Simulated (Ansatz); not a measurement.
# F on Ni(111): change of the work function, part 3 of 4

Wanted: Δφ(θ) for F/Ni(111), starting from the fcc site.

Ansatz 0.2.0; plane-wave DFT, PBE, Ansatz PAW.

So far, work function, upper face (eV): step 2 (the clean slab) 5.07.

**3. Adsorbate added, k-mesh 4×4×1, coverage 0.111 ML (continued)**

Site moment by element, in μB:

```
element  atoms   mean  spread (r.m.s.)  least  largest
     Ni     36  0.719            0.020  0.657    0.759
      F      1  0.074            0.000  0.074    0.074
```

The atoms farthest from the mean of their element:

```
atom          x, y, z (Å)  site moment (μB)
Ni34    8.71, 5.03, 11.03             0.657
Ni16   2.53, -0.02, 15.10             0.759
 Ni4  -0.04, -0.02, 15.10             0.759
 Ni8    1.24, 2.20, 15.10             0.759
Ni12    2.49, 4.31, 15.05             0.745
Ni28    4.98, 0.00, 15.05             0.745
Ni36    7.47, 4.31, 15.05             0.745
 Ni5     1.24, 2.16, 9.00             0.695
```

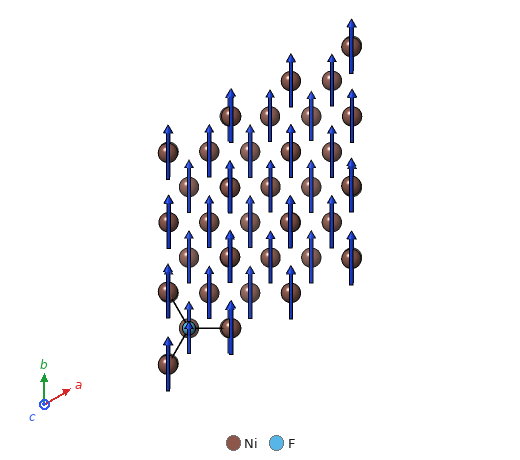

Site moment as arrows, the longest 0.759 μB. Up and down stand for the sign. Arrows give size and sign along the axis of quantisation, drawn up and down the page. Each arrow also spans its atom, so small moments look longer than they are. Bonds to atoms that aren't drawn are left out. Some periodic images of atoms are drawn too.

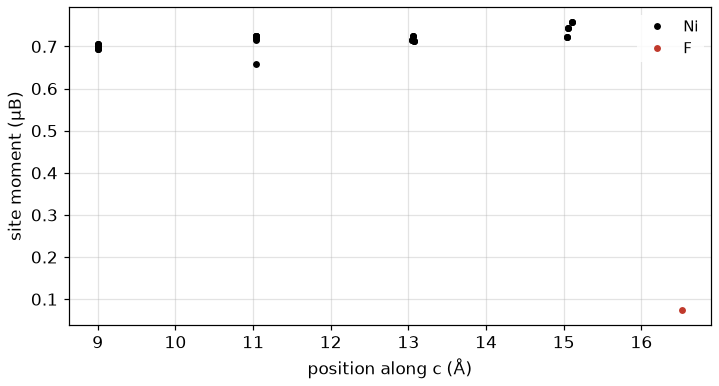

Site moment along the cell.

The relaxation took 5 steps and lowered the energy by 0.49 eV; the largest force on the free atoms ends at 0.0097 eV/Å.

The covered face has 5.34 eV, +0.27 eV against the clean one; the bare back face has moved by -0.00 eV, a measure of how thin the slab is.

**4. Adsorbate added, k-mesh 6×6×1, coverage 0.25 ML**

System of this step: Ni16F (F/Ni(111)). The cell holds 17 atoms: 16 Ni and 1 F. Its edges and angles: a = 4.978 Å, b = 4.978 Å, c = 25.251 Å, α = 90.0°, β = 90.0°, γ = 60.0°. Vacuum lies along c.

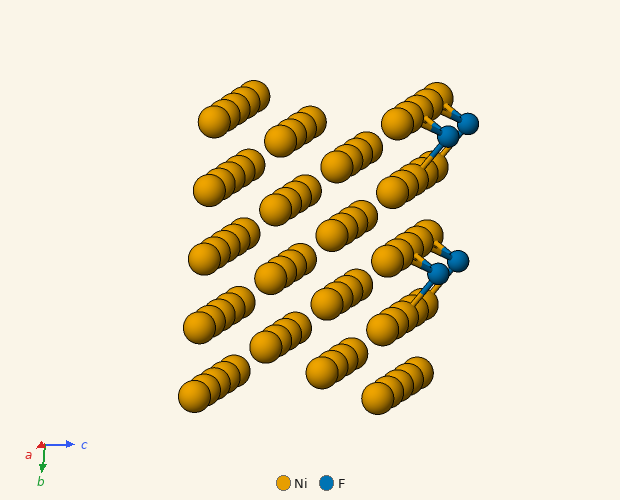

The cell of this step (nickel orange, fluorine blue). Bonds to atoms that aren't drawn are left out. 2×2×1 cells are drawn. Some periodic images of atoms are drawn too.

Another coverage, to see how the dipoles act on each other as their distance changes.

Contents of input.yaml:

```yaml
crystal:
  lattice:
    - [4.9780317395, 0.0, 0.0]
    - [2.4890158698, 4.3111019473, 0.0]
    - [0.0, 0.0, 25.2506310946]
  atoms:
    - { symbol: Ni, position: [0.0, 0.0, 0.3564267351], spin: 0.7 }
    - { symbol: Ni, position: [0.1666666667, 0.1666666667, 0.4369107808], spin: 0.72 }
    - { symbol: Ni, position: [0.3333333333, 0.3333333333, 0.517127165], spin: 0.72 }
    - { symbol: Ni, position: [0.0, 0.0, 0.5965382084], spin: 0.7 }
    - { symbol: Ni, position: [0.0, 0.5, 0.3564267351], spin: 0.7 }
    - { symbol: Ni, position: [0.1666666667, 0.6666666667, 0.4369107808], spin: 0.72 }
    - { symbol: Ni, position: [0.3333333333, 0.8333333333, 0.517127165], spin: 0.72 }
    - { symbol: Ni, position: [0.0, 0.5, 0.5965382084], spin: 0.7 }
    - { symbol: Ni, position: [0.5, 0.0, 0.3564267351], spin: 0.7 }
    - { symbol: Ni, position: [0.6666666667, 0.1666666667, 0.4369107808], spin: 0.72 }
    - { symbol: Ni, position: [0.8333333333, 0.3333333333, 0.517127165], spin: 0.72 }
    - { symbol: Ni, position: [0.5, 0.0, 0.5965382084], spin: 0.7 }
    - { symbol: Ni, position: [0.5, 0.5, 0.3564267351], spin: 0.7 }
    - { symbol: Ni, position: [0.6666666667, 0.6666666667, 0.4369107808], spin: 0.72 }
    - { symbol: Ni, position: [0.8333333333, 0.8333333333, 0.517127165], spin: 0.72 }
    - { symbol: Ni, position: [0.5, 0.5, 0.5965382084], spin: 0.7 }
    - { symbol: F, position: [0.1666666667, 0.1666666667, 0.6435732649] }
magnetization:
  spin_polarized: true
kpoints:
  mp_grid: { grid: [6, 6, 1] }
hamiltonian:
  xc: pbe
scf:
  occupations: { method: fermi_dirac, width: 0.1 }
  convergence: { dr2_threshold: 1.0e-08 }
efield:
  axis: 3
  dipole_correction: true
  ramp_position: 0.97
  ramp_width: 0.06
relax:
  f_tol: 0.02
  max_steps: 60
  constraints: [{ sites: [0, 1, 4, 5, 8, 9, 12, 13] }]
output:
  dos: { projected: true, e_range: [-8, 4] }
  write_potential: true
  write_density: true
  volumetric_format: npy
  elf: true
```

Run with:

```bash
> ansatz run input.yaml --threads 4 --pin off --max-ram 16384MiB --backend cpu --events-out ev --progress --plain --runs-dir out
```

Numbers of over 12 decimals in the logs are rounded to 6 here.

The log of the run:

```text
[...]
Crystal: 17 atoms, lattice volume = 541.899 Å³
Basis set: ecut = 420 eV, 10567 PW (Γ), exchange–correlation on 72×72×360 points (8 copies of the dense FFT grid, shifted against one another)
Bands: 184, of which v1, the nominal top of the filled ones, is band 148 counted from 1 (147 counted from 0)
Symmetry: 6 space group operations
k-points: 7 of 36 (time reversal used)
[...]
Starting moments: Σ|m| = 11.36 μB on 16 of 17 sites
[...]
SCF iter   1: F=—  HF=-94223.165186 eV  |F-HF|=—  |Δ(HF+E_count)|=         —  Δρ=3.04e-2 (↑1.36e-2 ↓3.04e-2)  dr2=1.30e1  dr2_m=1.15e0  M=12.104 μB ∫|m|=12.748 μB  β_m=1.00  ethr=3.10e-3  p=-0.000 e·Å  D=-6.17e-7 V/Å  ΔV_dip=0.00 eV  dr2_dipole=2.29e-1  V_vac-E_F(+/−)=7.18/7.18 eV  ⟨swp⟩=9.3  Hψ=12676  notcnv=0  defer=161
[...]
SCF iter  18: F=-94238.712716 eV  HF=-94238.712716 eV  |F-HF|=6.13e-9  |Δ(HF+E_count)|=  2.47e-10  Δρ=6.12e-7 (↑1.46e-7 ↓6.12e-7)  dr2=5.25e-9  dr2_m=3.33e-10  M=10.807 μB ∫|m|=12.432 μB  ethr=2.16e-12  p=0.017 e·Å  D=5.65e-3 V/Å  ΔV_dip=-0.14 eV  dr2_dipole=1.05e-9  V_vac-E_F(+/−)=4.93/5.07 eV  ⟨swp⟩=13.5  Hψ=19503  notcnv=0
SCF 1 converged in 18 iterations: F = -94238.712716 eV  dr2 = 5.25e-9
[...]
relax step   1: F+E_penalty+E_count = -94238.71271573 eV  Δ(F+E_penalty+E_count) = +0.000e0 eV  max|allowed force component| = 3.191e0 eV/Å  Δτ_max = 0.0000 Å  (18 SCF iters, accepted)
[...]
SCF iter  14: F=-94238.942320 eV  HF=-94238.942320 eV  |F-HF|=1.08e-9  |Δ(HF+E_count)|=   8.28e-9  Δρ=7.18e-7 (↑2.56e-7 ↓7.18e-7)  dr2=3.10e-9  dr2_m=4.25e-10  M=10.874 μB ∫|m|=12.508 μB  ethr=3.00e-12  p=-0.003 e·Å  D=-1.00e-3 V/Å  ΔV_dip=0.03 eV  dr2_dipole=8.23e-11  V_vac-E_F(+/−)=5.10/5.07 eV  ⟨swp⟩=12.4  Hψ=18432  notcnv=0
SCF 2 converged in 14 iterations: F = -94238.942320 eV  dr2 = 3.10e-9
relax step   2: F+E_penalty+E_count = -94238.94231961 eV  Δ(F+E_penalty+E_count) = -2.296e-1 eV  max|allowed force component| = 2.171e0 eV/Å  Δτ_max = 0.0738 Å  (14 SCF iters, accepted)
SCF iter   1: F=—  HF=-94239.196458 eV  |F-HF|=—  |Δ(HF+E_count)|=         —  Δρ=4.08e-3 (↑3.15e-3 ↓4.08e-3)  dr2=3.19e-1  dr2_m=1.88e-2  M=10.992 μB ∫|m|=12.620 μB  β_m=1.00  ethr=1.27e-3  p=-0.003 e·Å  D=-1.00e-3 V/Å  ΔV_dip=0.03 eV  dr2_dipole=8.72e-2  V_vac-E_F(+/−)=5.12/5.09 eV  ⟨swp⟩=4.3  Hψ=5974  notcnv=0  defer=241
[...]
SCF iter  16: F=-94239.165841 eV  HF=-94239.165841 eV  |F-HF|=4.15e-9  |Δ(HF+E_count)|=   1.35e-9  Δρ=3.29e-7 (↑8.35e-8 ↓3.29e-7)  dr2=3.21e-9  dr2_m=9.30e-11  M=10.970 μB ∫|m|=12.608 μB  ethr=2.22e-12  p=-0.055 e·Å  D=-1.85e-2 V/Å  ΔV_dip=0.47 eV  dr2_dipole=8.30e-10  V_vac-E_F(+/−)=5.54/5.07 eV  ⟨swp⟩=12.1  Hψ=16042  notcnv=0
SCF 3 converged in 16 iterations: F = -94239.165841 eV  dr2 = 3.21e-9
[...]
relax step   3: F+E_penalty+E_count = -94239.16584109 eV  Δ(F+E_penalty+E_count) = -2.235e-1 eV  max|allowed force component| = 3.967e-1 eV/Å  Δτ_max = 0.1619 Å  (16 SCF iters, accepted)
[...]
relax step   4: F+E_penalty+E_count = -94239.16922517 eV  Δ(F+E_penalty+E_count) = -3.384e-3 eV  max|allowed force component| = 2.082e-1 eV/Å  Δτ_max = 0.0740 Å  (15 SCF iters, accepted)
SCF iter   1: F=—  HF=-94239.176264 eV  |F-HF|=—  |Δ(HF+E_count)|=         —  Δρ=1.31e-3 (↑9.61e-4 ↓1.31e-3)  dr2=1.55e-2  dr2_m=2.41e-3  M=11.008 μB ∫|m|=12.648 μB  β_m=1.00  ethr=5.59e-5  p=-0.078 e·Å  D=-2.59e-2 V/Å  ΔV_dip=0.65 eV  dr2_dipole=2.73e-3  V_vac-E_F(+/−)=5.72/5.07 eV  ⟨swp⟩=3.2  Hψ=5002  notcnv=0  defer=246
[...]
SCF iter  14: F=-94239.175759 eV  HF=-94239.175759 eV  |F-HF|=2.62e-9  |Δ(HF+E_count)|=   8.34e-9  Δρ=5.20e-7 (↑2.76e-7 ↓5.20e-7)  dr2=2.94e-9  dr2_m=2.58e-10  M=10.993 μB ∫|m|=12.633 μB  ethr=1.00e-12  p=-0.072 e·Å  D=-2.41e-2 V/Å  ΔV_dip=0.61 eV  dr2_dipole=2.44e-10  V_vac-E_F(+/−)=5.68/5.08 eV  ⟨swp⟩=11.0  Hψ=18179  notcnv=0
SCF 5 converged in 14 iterations: F = -94239.175759 eV  dr2 = 2.94e-9
relax step   5: F+E_penalty+E_count = -94239.17575856 eV  Δ(F+E_penalty+E_count) = -6.533e-3 eV  max|allowed force component| = 8.114e-3 eV/Å  Δτ_max = 0.0318 Å  (14 SCF iters, accepted)
[...]
SCF converged after 14 iterations
Magnetization: 10.9930 μB (152.9965 up, 142.0035 down)
Absolute magnetization: 12.6456 μB (∫|ρ↑−ρ↓|, with the PAW one-centre terms)
[...]
Per-site moments (μB) at R_I (Å): [(0.699049, 1.026719), (0.709324, 1.017694), (0.727983, 0.999788), (0.788958, 0.844859), (0.699049, 1.026719), (0.717720, 1.019580), (0.727983, 0.999788), (0.788958, 0.844859), (0.699049, 1.026719), (0.717720, 1.019580), (0.727983, 0.999788), (0.788958, 0.844859), (0.695469, 1.026719), (0.717720, 1.019580), (0.654616, 0.999749), (0.741742, 0.999788), (0.074834, 0.844859)]
Free energy (F): -94239.175759 eV
[...]
Internal energy: -94238.271957 eV  (E = F + TS)
E sigma→0 (E₀):  -94238.723858 eV
Entropy (-TS):   -0.903801 eV (-53.165 meV/atom)
Fermi energy:    2.410591 eV
Dipole field:    D = -0.024092 V/Å  (p = -0.072149 e·Å, saw-weighted, corrected)
Work function:   Φ+ = 5.6839 eV   Φ− = 5.0755 eV
[...]
--- Forces (eV/Å), atoms counted from 1 ---
  atom   1  Ni    -0.01594257    -0.00920445     0.14937521
  atom   2  Ni    -0.00000000    -0.00000000    -0.20417948
  atom   3  Ni    -0.00105700    -0.00061026     0.00385814
  atom   4  Ni     0.00198655     0.00114694    -0.00099957
  atom   5  Ni     0.00000000     0.01840889     0.14937521
  atom   6  Ni    -0.06911564     0.03990393    -0.11956236
  atom   7  Ni     0.00000000     0.00122051     0.00385814
  atom   8  Ni    -0.00000000    -0.00229387    -0.00099957
  atom   9  Ni     0.01594257    -0.00920445     0.14937521
  atom  10  Ni    -0.00000000    -0.07980786    -0.11956236
  atom  11  Ni     0.00105700    -0.00061026     0.00385814
  atom  12  Ni    -0.00198655     0.00114694    -0.00099957
  atom  13  Ni     0.00000000    -0.00000000     0.12013472
  atom  14  Ni     0.06911564     0.03990393    -0.11956236
  atom  15  Ni     0.00000000    -0.00000000    -0.00811401
  atom  16  Ni    -0.00000000     0.00000000    -0.00431318
  atom  17  F     -0.00000000     0.00000000    -0.00155359
  max |Σ_I F_I| component: 1.13e-5 eV/Å
--- Band table (eV; the first three rows and the last of 14) ---
  k-point 0 ↑: bands = [... 144 lower, 1.8396, 1.8614, 1.9035, 1.9035, 2.0108, 2.0108, 2.0117, 2.0337, ... 32 higher]
  k-point 1 ↑: bands = [... 144 lower, 1.7568, 1.7895, 1.7920, 1.8130, 1.8698, 1.8706, 1.9035, 2.1397, ... 32 higher]
  k-point 2 ↑: bands = [... 144 lower, 1.6722, 1.7245, 1.7442, 1.7590, 1.7728, 1.8050, 1.8461, 1.8599, ... 32 higher]
  k-point 6 ↓: bands = [... 144 lower, 2.3991, 2.4119, 2.4154, 2.4681, 2.4787, 2.4826, 2.5078, 2.6008, ... 32 higher]
--- Relaxed structure (5 steps of the walk, 5 accepted, 0 SCFs on fresh bases) ---
  F+E_penalty+E_count = -94239.17575856 eV   max|allowed force component| = 8.114e-3 eV/Å
  atoms:
    - { symbol: Ni, position: [-1.7959490104491818e-17, -1.7959490104491818e-17, 0.3564267351] }
    - { symbol: Ni, position: [0.166667, 0.166667, 0.436911] }
    - { symbol: Ni, position: [0.332726, 0.332726, 0.516480] }
    - { symbol: Ni, position: [-0.00295628, -0.00295628, 0.597958] }
    - { symbol: Ni, position: [0.0, 0.500000, 0.3564267351] }
    - { symbol: Ni, position: [0.166667, 0.666667, 0.436911] }
    - { symbol: Ni, position: [0.332726, 0.834549, 0.516480] }
    - { symbol: Ni, position: [-0.00295628, 0.505913, 0.597958] }
    - { symbol: Ni, position: [0.500000, -1.7959490104491818e-17, 0.3564267351] }
    - { symbol: Ni, position: [0.666667, 0.166667, 0.436911] }
    - { symbol: Ni, position: [0.834549, 0.332726, 0.516480] }
    - { symbol: Ni, position: [0.505913, -0.00295628, 0.597958] }
    - { symbol: Ni, position: [0.500000, 0.500000, 0.3564267351] }
    - { symbol: Ni, position: [0.666667, 0.666667, 0.436911] }
    - { symbol: Ni, position: [0.833333, 0.833333, 0.519933] }
    - { symbol: Ni, position: [0.500000, 0.500000, 0.593622] }
    - { symbol: F, position: [0.166667, 0.166667, 0.654742] }
```

The job ended after 7.7 min (4 threads of Arm Neoverse V1, shared host; peak memory 2.9 GiB).

Relaxation path:

```
step  energy less that of the first step (eV)  largest force component (eV/Å)
   1                                   0.0000                          3.1914
   2                                  -0.2296                          2.1712
   3                                  -0.4531                          0.3967
   4                                  -0.4565                          0.2082
   5                                  -0.4630                          0.0081
```

The run keeps the 6 symmetry operations that it works with, so distortions that break them were not tested.

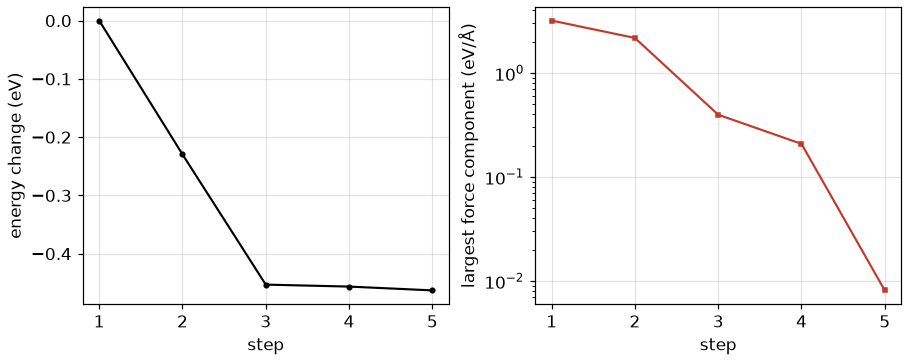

Energy and largest force along the relaxation.

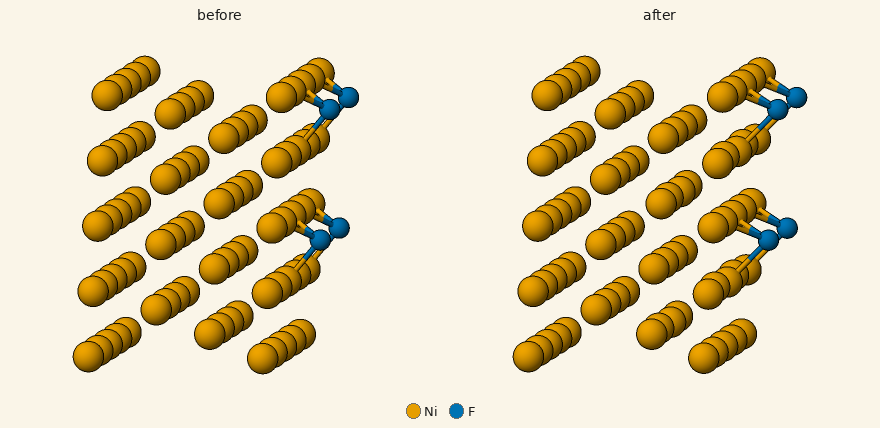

Before and after, at one scale. Bonds to atoms that aren't drawn are left out.

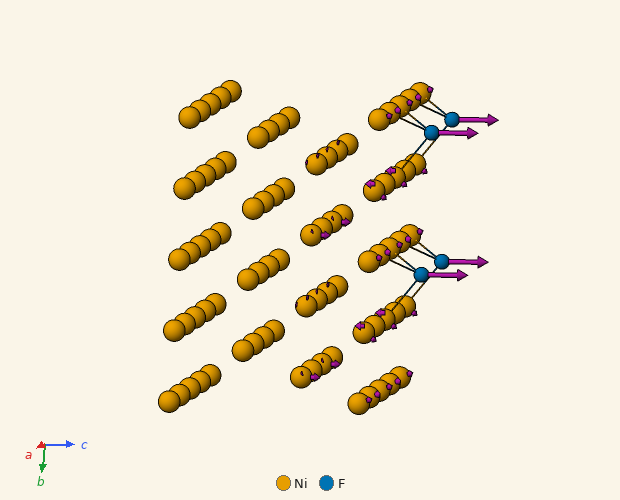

Displacements in the relaxation, exaggerated; the longest in the cell stands for 0.28 Å. Bonds to atoms that aren't drawn are left out. 2×2×1 cells are drawn. Some periodic images of atoms are drawn too.

The atoms that moved most (Å):

```
atom      dx      dy      dz  length
 F17   0.000   0.000   0.282   0.282
Ni16   0.000   0.000  -0.074   0.074
Ni15   0.000   0.000   0.071   0.071
 Ni4  -0.022  -0.013   0.036   0.044
 Ni8   0.000   0.025   0.036   0.044
Ni12   0.022  -0.013   0.036   0.044
 Ni3  -0.005  -0.003  -0.016   0.017
Ni11   0.005  -0.003  -0.016   0.017
```

The relaxed structure:

```xyz
17
Lattice="4.9780 0.0000 0.0000 2.4890 4.3111 0.0000 0.0000 0.0000 25.2506" Properties=species:S:1:pos:R:3
Ni    0.0000    0.0000    9.0000
Ni    1.2445    0.7185   11.0323
Ni    2.4845    1.4344   13.0414
Ni   -0.0221   -0.0127   15.0988
Ni    1.2445    2.1556    9.0000
Ni    2.4890    2.8741   11.0323
Ni    3.7335    3.5978   13.0414
Ni    1.2445    2.1810   15.0988
Ni    2.4890    0.0000    9.0000
Ni    3.7335    0.7185   11.0323
Ni    4.9826    1.4344   13.0414
Ni    2.5111   -0.0127   15.0988
Ni    3.7335    2.1556    9.0000
Ni    4.9780    2.8741   11.0323
Ni    6.2225    3.5926   13.1286
Ni    3.7335    2.1556   14.9893
F     1.2445    0.7185   16.5327
```

This step gave:

```yaml
energy_at_zero_smearing: -94238.7239 eV
total_moment: 10.99 μB
work_function_upper_face: 5.684 eV
work_function_lower_face: 5.076 eV
dipole_along_the_normal: -0.07215 e·Å
step_between_the_vacuum_levels: 0.6083 eV
```

The density of states has structure finer than the step of the table below, so its rows give means over 0.5 eV, whole bins alone (the curve runs from -8 to 1.98 eV). Peaks (eV: height): total -1.59: 68.8, -1.50: 65.4, -1.02: 72.6, -0.96: 72.7, -0.87: 65.3, -0.75: 84.2, -0.69: 78.9; up -2.77: 32.3, -2.29: 33.3, -2.11: 38.6, -2.05: 32.3, -1.59: 40.0, -1.08: 34.8, -0.75: 53.1; down -2.08: 34.9, -1.50: 39.3, -1.38: 36.7, -1.02: 43.7, -0.96: 53.9, -0.87: 42.5, 0.21: 38.6.

Density of states against energy, zero at the Fermi level; means over each step; values in states/eV a cell:

```
energy (eV)  total     up   down
       -7.5   1.19  0.593  0.593
       -7.0   2.51   1.30   1.21
       -6.5   2.83   1.42   1.41
       -6.0   8.28   5.57   2.71
       -5.5   5.35   1.51   3.83
       -5.0   5.77   3.09   2.69
       -4.5   8.97   6.28   2.68
       -4.0   19.7   13.2   6.52
       -3.5   25.8   14.0   11.8
       -3.0   24.8   12.8   12.0
       -2.5   35.4   21.7   13.7
       -2.0   37.4   20.6   16.8
       -1.5   46.8   20.0   26.9
       -1.0   47.7   26.8   20.9
       -0.5   40.1   17.8   22.4
        0.0   28.0   2.67   25.3
        0.5   11.9   2.90   9.05
        1.0   5.35   1.92   3.42
        1.5   5.42   2.90   2.52
```

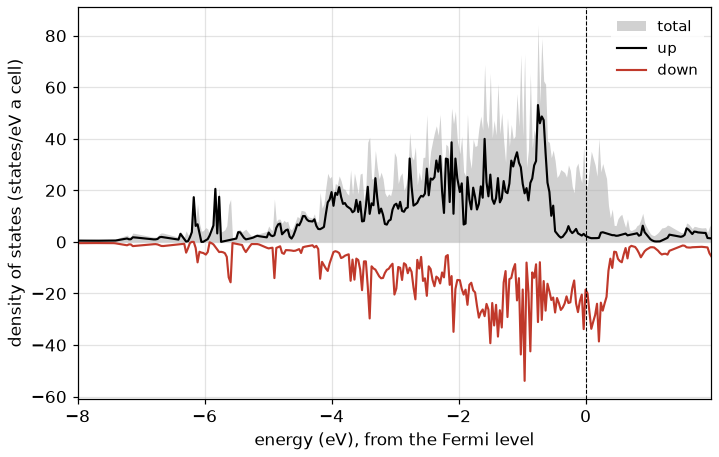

Density of states against energy. Down spins are drawn negative.

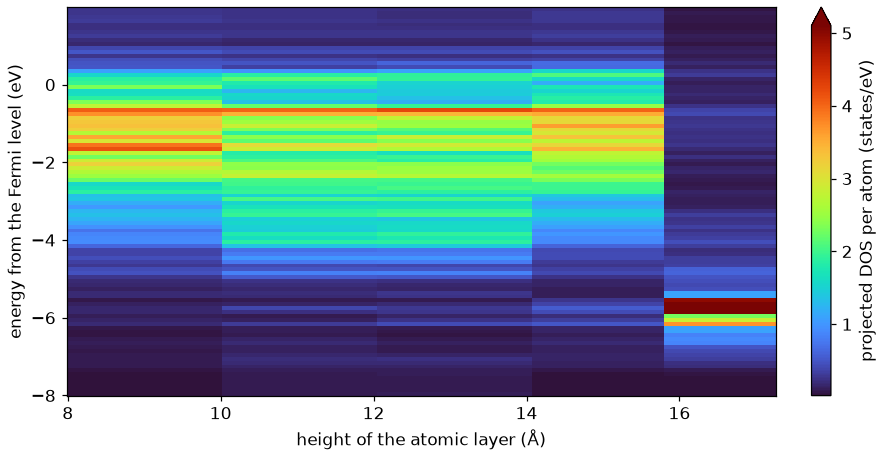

Projected DOS per atom over height of the atomic layer and energy from the Fermi level. Layers: Ni4 Ni4 Ni4 Ni4 F from below.

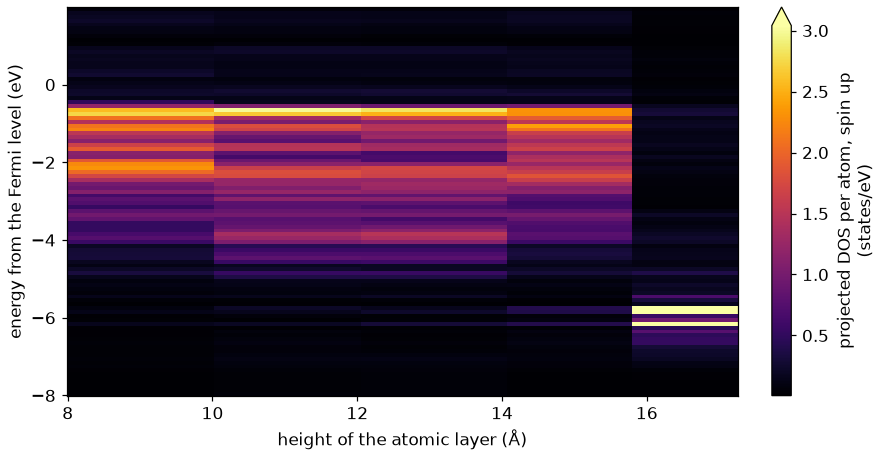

Projected DOS per atom, spin up over height of the atomic layer and energy from the Fermi level. Layers: Ni4 Ni4 Ni4 Ni4 F from below.

[end of part 3 of 4]

[Logs are printed without paths, hosts, clocks, repeated set-up lines and the standing remarks that a program may print on its own settings, such as how far it seeks lower states.]

[Hosts, paths, dates, database ids (printed as entryN), source tags and the programs' standing remarks are cut or masked in the printed files.]

[Maps of the electrostatic potential energy from Ansatz leave out the sawtooth potential of an applied field or a dipole correction, so their vacuum need not be flat; planar profiles and work functions include it.]
